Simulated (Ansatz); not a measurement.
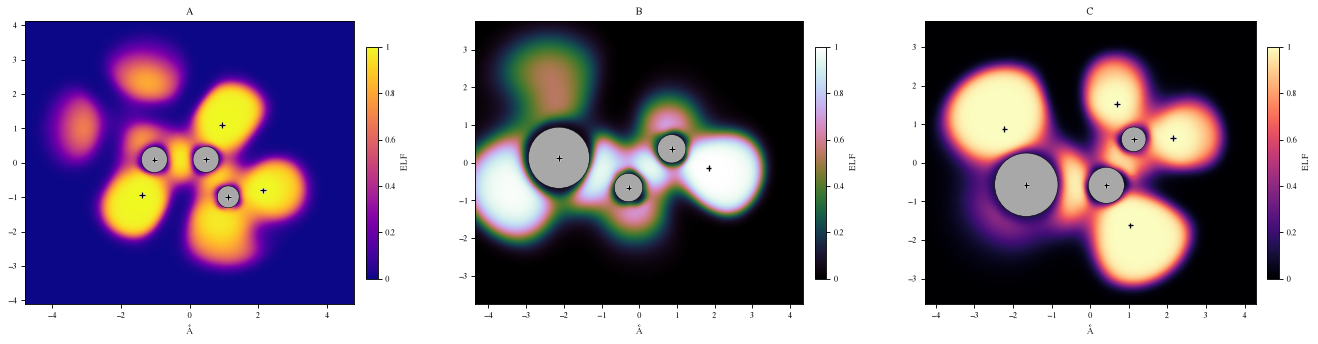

The electron localisation function of 3 systems, each on a plane through atoms (crosses mark nuclei in the plane; grey discs cover the cores).

Computed with isolated molecule in a Gaussian basis; Kohn-Sham density functional theory, functional PBE0 (Ansatz).

System 1: C2H5AlBr (doublet), the plane of atoms C2, C1 and H6. Geometry: B3LYP/6-31G*.

```xyz
9

C    -0.5329    0.3586    1.7547
C     0.3509    1.6176    1.7337
Al    1.3930    1.8913    0.0387
Br    2.4476    0.0189   -0.8360
H     0.0504   -0.5501    1.5727
H    -1.0285    0.2442    2.7282
H    -1.3218    0.4010    0.9945
H     1.1094    1.5718    2.5307
H    -0.2410    2.5217    1.9235
```

System 2: BGeH6N (SMILES N[BH][GeH3]), the plane of atoms B1, Ge2 and H9. Geometry: B3LYP-D3(BJ)/def2-SVP.

```xyz
9

B    -0.6754   -2.0444    2.1387
Ge    1.2132   -2.8613    2.3912
N    -1.7742   -2.6126    2.7690
H    -1.7203   -3.4298    3.3680
H    -2.7168   -2.2473    2.6746
H    -0.8515   -1.0701    1.4458
H     2.2114   -1.8546    3.0126
H     1.8376   -3.3233    1.0522
H     1.1888   -4.1019    3.3251
```

System 3: C3H4F3N (SMILES N=CCC(F)(F)F), the plane of atoms N7, C1 and H9. Geometry: PBE0-D3(BJ)/def2-SVP.

```yaml
atoms:
  - { symbol: C, position_ang: [-0.5844, 0.2138, -0.4326] }
  - { symbol: C, position_ang: [0.3846, 0.0526, 0.7003] }
  - { symbol: C, position_ang: [0.6964, -1.3907, 1.0028] }
  - { symbol: F, position_ang: [-0.4102, -2.0656, 1.3448] }
  - { symbol: F, position_ang: [1.5595, -1.4998, 2.0138] }
  - { symbol: F, position_ang: [1.2266, -2.0115, -0.0537] }
  - { symbol: N, position_ang: [-0.3517, 1.0305, -1.3703] }
  - { symbol: H, position_ang: [-1.1221, 1.0257, -2.0454] }
  - { symbol: H, position_ang: [-1.4957, -0.4114, -0.3688] }
  - { symbol: H, position_ang: [-0.0379, 0.4891, 1.6203] }
  - { symbol: H, position_ang: [1.3167, 0.5815, 0.4594] }
```

> Which map belongs to which system?

Panel A is system 3, C3H4F3N: the plane holds C, N and H. C–N (1.27 Å): the ELF peaks at about 0.90 between the atoms: a multiple bond. Panel B is system 1, C2H5AlBr: the plane holds C, Al and H. C–C (1.54 Å): the ELF peaks at about 0.95 between the atoms; localised, covalent bonding. Panel C is system 2, BGeH6N: the plane holds B, Ge, N and H. B–N (1.39 Å): the ELF peaks at about 0.90 between the atoms (a short, strongly polar bond).
